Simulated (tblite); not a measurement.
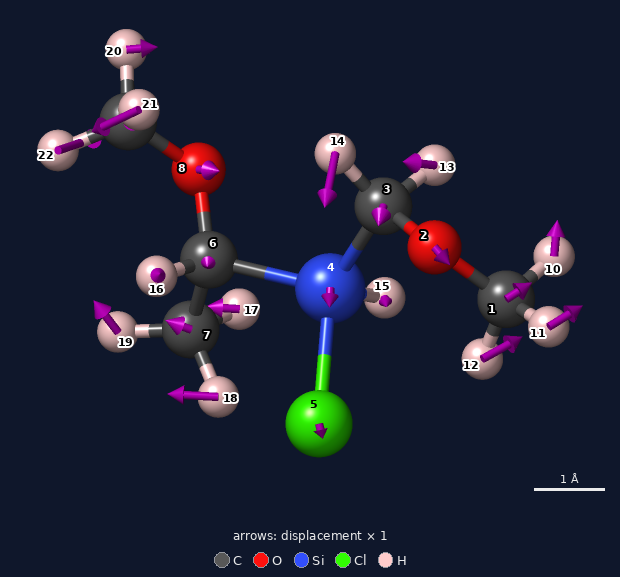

A relaxation of C5H13ClO2Si. The starting structure is drawn; purple arrows show the displacements, at their true length. The two geometries are superimposed by the best rigid fit.

A ball-and-stick model, seen from a free direction.

These are results of tblite 0.8.0, GFN2-xTB geometry optimisation, gas phase, not measurements. 

**Which element moves most?**

Hydrogen: up to 1.29 Å, against 0.46 Å for carbon.

**Describe the change and its energy.**

The energy falls by 19.5 kcal/mol in 138 geometry steps. An H atom moves most after the best rigid fit: 1.29 Å. By element the largest moves are H 1.29 Å, C 0.46 Å, O 0.45 Å, Si 0.31 Å, Cl 0.22 Å. Some distances before and after: Cl–Si 2.128 → 2.018 Å, C–Si 1.840 → 1.921 Å, C–O 1.377 → 1.423 Å, C–Si 1.874 → 1.916 Å. Bond angles that change, for instance: Si–C–C 102.7° → 113.1°, Si–C–O 113.3° → 103.0°, C–Si–C 115.1° → 108.4°. Groups turn about C–O by about 45°, C–Si by about 25°. Cost: 1.3 s on 1 thread of Arm Neoverse V2 (shared host).
